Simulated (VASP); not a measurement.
Band structure of GaAs (zinc blende). Level of theory: RPBE GGA, VASP's PBE PAW potentials (set 64) (plane waves; VASP).

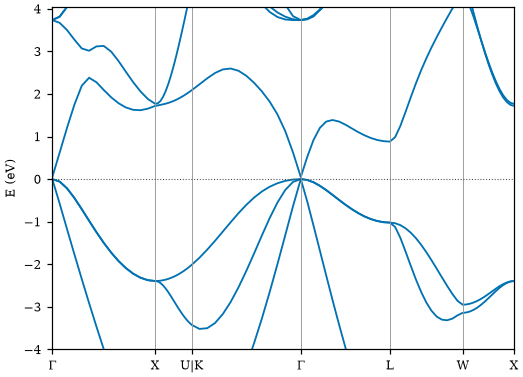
*Bands along high-symmetry lines, zero at the valence-band maximum or, without a gap, the Fermi level*

Read the plot: is there a gap, and where are the band edges?

The gap is direct, 0.05 eV, from the valence maximum at Γ to the conduction minimum at Γ. (Edges off the drawn lines would not show.)

Measured: gap 1.57 eV (computed value off by -1.52 eV), as given by Wei Chen et al., Physical Review Materials (2018), doi:10.1103/physrevmaterials.2.073803 [zero-point renormalisation of 0.05 eV added back (the table's ZPR column)].

The compound is GaAs in the zinc blende structure. It was relaxed first, which changed the volume by +9 %.
